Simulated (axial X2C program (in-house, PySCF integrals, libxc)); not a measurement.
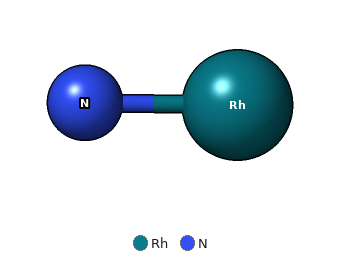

**Figure 1.** The molecule at the reference distance of 1.615 Å.

**RhN: relativistic diatomic calculation**

- system: RhN.
- method: EOM-EE-CCSD, two-component X2C with atomic mean-field Coulomb and Gaunt terms, Rh dyall-acv3z, N dyall-av3z (cores contracted) (axial X2C program (in-house, PySCF integrals, libxc))

**Outcome**

- outcome: not converged in a step after the SCF shown
- hardware: 1 thread of AMD EPYC (Zen 3), 192 GiB of memory available, shared host
- wall time: 33 s
- peak memory: 0.83 GiB

**What went wrong**

The SCF whose log is shown converged, but the driver noted: CCSD of the reference did not converge. The run therefore gave no full result. To bear in mind: CCSD of the reference did not converge.

**Input**
```
{"zs": [45, 7], "q": 0, "bas": ["dyall-acv3z", "dyall-av3z"], "r0": 1.7, "eom": "ee", "thr": -2.0, "nmax": 88}
```

The line is the task of a batch: nuclear charges, charge, bases, a first guess of the distance and further settings. This report covers the levels named above. The log is that of the reference distance.

Launched within a batch (the task file carries these settings):
```bash
python <driver script> task.json out
```

**Log**
```
two-component X2C + atomic mean field  HF
basis functions 216  fitting functions 1014  grid points 5075
iter        total energy     max residual
   1      -4833.558567541     2.52e-01
   2      -4833.588072161     8.35e-03
   3      -4833.589071980     1.32e-02
   4      -4833.592367647     4.65e-03
   5      -4833.593722408     2.72e-03
   6      -4833.594917307     2.42e-03
   7      -4833.596169455     1.96e-03
   8      -4833.597334111     1.69e-03
   9      -4833.599030277     1.33e-03
  10      -4833.600622939     1.21e-03
  11      -4833.601707069     1.29e-03
  12      -4833.601696551     5.03e-04
  13      -4833.601908340     6.17e-04
  14      -4833.601924040     2.51e-04
  15      -4833.601930294     1.63e-04
  16      -4833.601932323     1.32e-04
  17      -4833.601933927     1.06e-04
  18      -4833.601935080     6.87e-05
  19      -4833.601936409     2.67e-05
  20      -4833.601936689     7.86e-06
  21      -4833.601936703     3.71e-06
  22      -4833.601936704     2.64e-06
  23      -4833.601936705     1.62e-06
  24      -4833.601936705     9.60e-07
converged
one-electron -6870.08422870  Coulomb 2079.70392386  exact exchange -144.00954421  xc functional 0.00000000  nuclear repulsion 103.21413092  atomic mean-field constant -2.42621858
correlated 14  virtual 298  natural virtual 88  E(MP2) -0.616256407  MP2 remainder -0.095448027
iter   CCSD correlation   residual
   1     -0.432594009   3.49e-01
   2     -0.469219043   1.95e-01
   3     -0.477651038   7.53e-02
   4     -0.480916655   5.67e-02
   5     -0.482734356   4.81e-02
   6     -0.483866769   4.44e-02
   7     -0.484982418   4.24e-02
   8     -0.486009268   3.98e-02
   9     -0.486945323   3.78e-02
  10     -0.485417212   3.27e-02
  11     -0.485598003   6.68e-02
  12     -0.484937412   7.14e-02
  13     -0.484271968   8.51e-02
  14     -0.484783687   9.37e-02
  15     -0.485395954   8.23e-02
  16     -0.485034674   7.01e-02
  17     -0.481295975   6.09e-02
  18     -0.481943587   1.21e-01
  19     -0.482618879   1.08e-01
  20     -0.482994820   9.39e-02
  21     -0.483791068   8.58e-02
  22     -0.484065219   7.71e-02
  23     -0.486017277   7.33e-02
  24     -0.485522351   5.00e-02
  25     -0.485715998   5.13e-02
  26     -0.485746468   5.32e-02
  27     -0.486236047   4.61e-02
  28     -0.485032311   5.50e-02
  29     -0.480278124   5.02e-02
  30     -0.482568492   1.07e-01
  31     -0.483609749   9.22e-02
  32     -0.483424269   8.70e-02
  33     -0.483297244   9.00e-02
  34     -0.484927150   8.29e-02
  35     -0.485561739   6.10e-02
  36     -0.483183831   7.99e-02
  37     -0.483505011   1.04e-01
  38     -0.474267153   8.61e-02
  39     -0.484418176   2.27e-01
  40     -0.484538965   7.90e-02
  41     -0.483834294   1.01e-01
  42     -0.477978702   8.37e-02
  43     -0.483253927   1.69e-01
  44     -0.484512823   8.37e-02
  45     -0.484810972   7.08e-02
  46     -0.484918135   7.46e-02
  47     -0.484884601   7.37e-02
  48     -0.484885985   7.37e-02
  49     -0.485032315   7.35e-02
  50     -0.479765417   7.63e-02
  51     -0.483583677   1.29e-01
  52     -0.484742565   7.31e-02
  53     -0.484383932   6.47e-02
  54     -0.483259882   6.67e-02
  55     -0.482818782   7.50e-02
  56     -0.485009572   7.99e-02
  57     -0.485060305   6.67e-02
  58     -0.485040271   6.92e-02
  59     -0.484853592   8.72e-02
  60     -0.483634406   8.24e-02
  61     -0.481902610   8.78e-02
  62     -0.477357068   1.09e-01
  63     -0.484439089   1.78e-01
  64     -0.483735482   8.03e-02
  65     -0.483610874   1.32e-01
  66     -0.484407980   1.36e-01
  67     -0.484227331   1.00e-01
  68     -0.483894989   1.06e-01
  69     -0.482987700   1.10e-01
  70     -0.458556578   1.11e-01
(T) None  T1 0.7998  D1 2.1063  max T2 0.324
```
